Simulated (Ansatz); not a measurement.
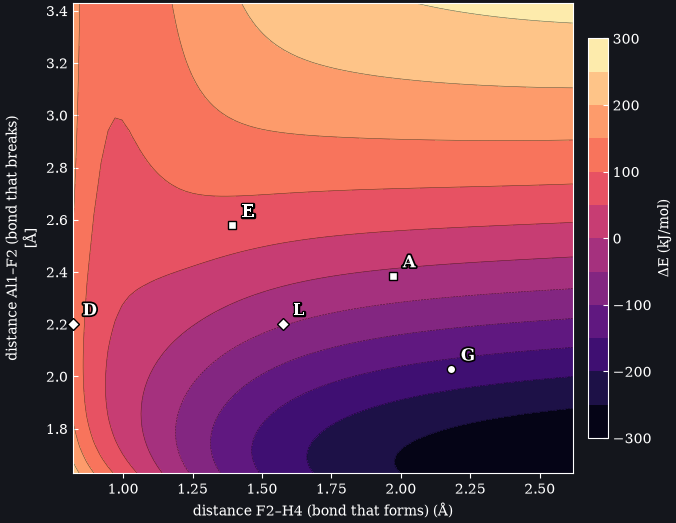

The reacting system AlFH3NO (fragments AlFH₃NO where the first distance is long, AlH₂NO + FH where the second is long). 
- First axis: distance F2–H4 (bond that forms). Second axis: distance Al1–F2 (bond that breaks).
- Relaxed at each point: all other coordinates.
- The scan uses an 11 × 11 grid.
- Points are written as (first, second).
- Energies are in kJ/mol, from a guessed transition structure relaxed with its forming and breaking bonds held.
- The reference is spin-restricted, so regions where a bond is pulled apart into radicals lie too high.
- Method: Ansatz 0.2.0, RKS PBE0-D4/def2-SVP.

In the figure: filled contours, lettered points. Between grid points the surface is interpolated.

Q: Is L the lowest point of the computed grid?

A: No. L lies 250 kJ/mol above the lowest grid point, which is at (2.619 Å, 1.629 Å).

Q: What kind of point is each of A, E, G, L: minimum, saddle, maximum or slope?

A: A: on a slope; E: on a slope; G: on a slope; L: on a slope. (In these two coordinates alone; a stationary point may lie a little off the grid point.)

Q: Rank the lettered points by energy, lowest first.

A: G (−167 kJ/mol), L (−47 kJ/mol), A (−10 kJ/mol), E (76 kJ/mol), D (137 kJ/mol).
